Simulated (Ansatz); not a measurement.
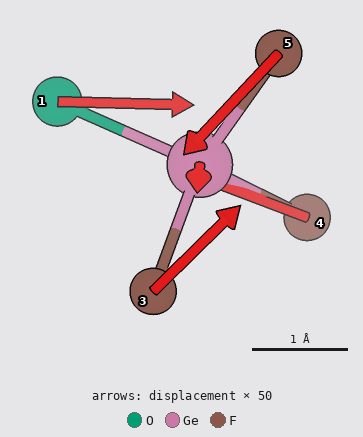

A relaxation of GeOF$_{3}$ (multiplicity 2). The starting structure is drawn; red arrows show the displacements, magnified 50 times. The two geometries are superimposed by the best rigid fit.

Style: ball-and-stick. Shown face on.

The start comes from PBE-D4/def2-SVP.

The calculation used UKS PBE0-D4/def2-TZVP in Ansatz.

The input:
```yaml
crystal:
  periodic: [false, false, false]
  atoms:
    - {symbol: O, position_ang: [-0.568821, 0.089780, 1.685596]}
    - {symbol: Ge, position_ang: [-0.002520, -0.006176, -0.010901]}
    - {symbol: F, position_ang: [1.404180, -1.009043, 0.012375]}
    - {symbol: F, position_ang: [-1.171072, -0.697640, -1.077590]}
    - {symbol: F, position_ang: [0.388133, 1.549379, -0.650880]}
basis:
  gaussian: {orbitals: def2-TZVP}
magnetization: {spin_polarized: true, initial_magnetization: 1}
hamiltonian: {xc: pbe0, dispersion: d4}
relax: {f_tol: 0.005, max_steps: 150}
```

Q: What happened in the run?

A: After 3 accepted moves (4 points after the start) the energy has fallen by 0.053 eV. Largest force component: 0.88 eV/Å at the start, 0.0016 eV/Å at the end. The line search rejected the trial step at point 3 of the run. The largest moves after the best rigid fit, 0.032 Å, are those of F4 and F5. By element the largest moves are F 0.032 Å, O 0.029 Å, Ge 0.008 Å. Some distances before and after: Ge2–F3 1.728 → 1.697 Å, O1–Ge2 1.791 → 1.770 Å.
